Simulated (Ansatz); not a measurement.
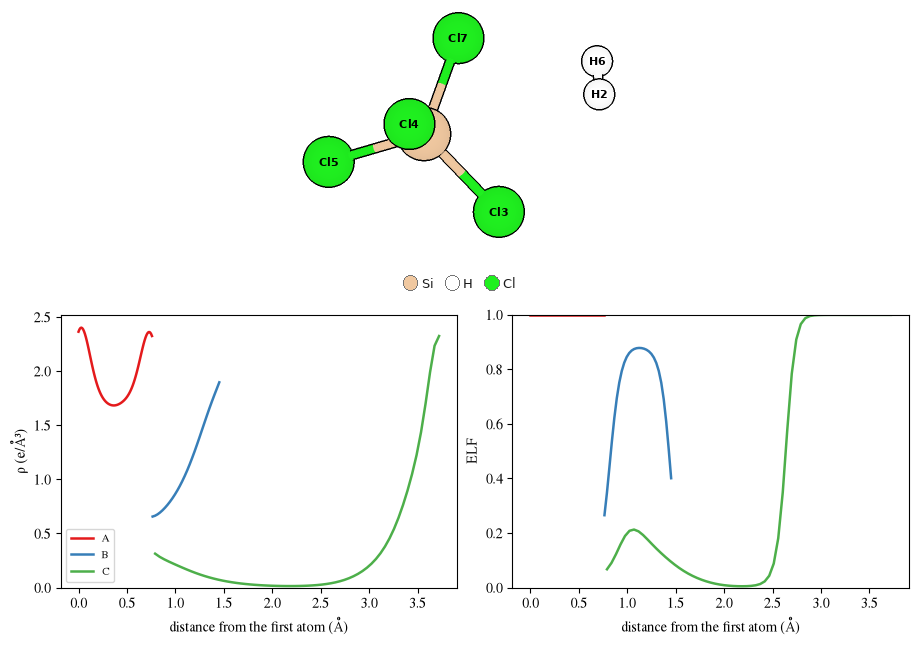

*Cl4Si···H2. Total electron density and ELF along straight lines between neighbouring atoms. The curves leave out the atomic cores. The structure is drawn too.*

All numbers below come from Ansatz, RKS r2SCAN/def2-SVP.

```yaml
atoms:
  - { symbol: Si, position_ang: [-0.9199, 0.4762, -0.2383] }
  - { symbol: H, position_ang: [2.1532, -1.5419, 0.5840] }
  - { symbol: Cl, position_ang: [-0.4356, -0.7939, -1.7593] }
  - { symbol: Cl, position_ang: [-1.1719, -0.5853, 1.4853] }
  - { symbol: Cl, position_ang: [-2.6549, 1.4486, -0.6946] }
  - { symbol: H, position_ang: [2.4547, -0.8466, 0.6100] }
  - { symbol: Cl, position_ang: [0.5744, 1.8428, 0.0129] }
```

Which curve belongs to which contact (H–H, Si–Cl and Si–H)? The first atom named is at distance zero.

Answer. Curve A: H–H (0.76 Å): the density is about 1.7 e/Å³ at the midpoint; the ELF is about 1 at the midpoint. Curve B: Si–Cl (2.04 Å): ρ is about 0.9 e/Å³ halfway; the ELF peaks at about 0.90 between the atoms; a shared but strongly polarised pair. Curve C: Si1···H6 (3.72 Å): the density falls to about 0.01 e/Å³ on the way; the ELF dips to about 0 between them: a weak contact between the two molecules.
